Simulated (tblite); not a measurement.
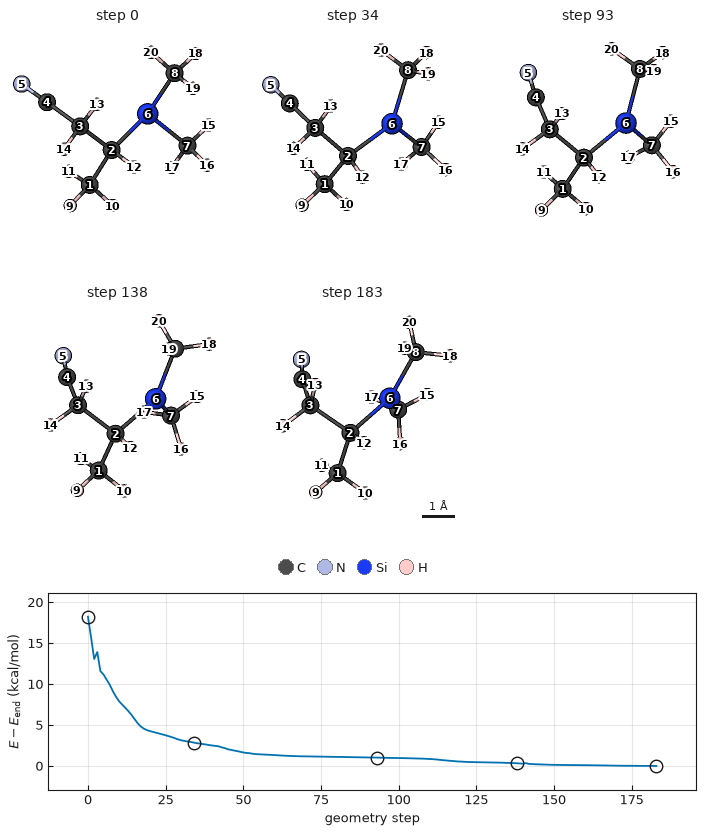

Frames of a relaxation of C6H12NSi (charge +1), marked on the history of the run. Style: ball-and-stick. Shown at a tilt.

These are results of GFN2-xTB geometry optimisation, gas phase (tblite), not measurements. 

Q: What happens along the run?

A: After 183 geometry steps the energy has fallen by 18.2 kcal/mol. The atom that moves furthest after the best rigid fit is H17 (1.88 Å). Largest moves by element: H 1.88 Å, N 1.71 Å, C 0.95 Å, Si 0.58 Å. Some distances before and after: C4–Si6 3.403 → 2.812 Å, C3–C4 1.487 → 1.437 Å, C2–C3 1.528 → 1.552 Å, Si6–C7 1.858 → 1.879 Å. Bond angles that change, for instance: C7–Si6–C8 111.0° → 122.9°, C3–C4–N5 179.0° → 171.0°, C2–Si6–C7 111.0° → 119.0°. Groups turn about C2–C3 by about 25°. Cost: 1.6 s on 1 thread of Arm Neoverse V1, with other jobs on the host. From step 0 to 34: Si6 moves most (0.61 Å), energy −15.4 kcal/mol. From step 34 to 93: N5 moves most (0.81 Å), energy −1.83 kcal/mol. From step 93 to 138: H18 moves most (0.94 Å), energy −0.69 kcal/mol. From step 138 to 183: H16 moves most (0.54 Å), energy −0.33 kcal/mol.
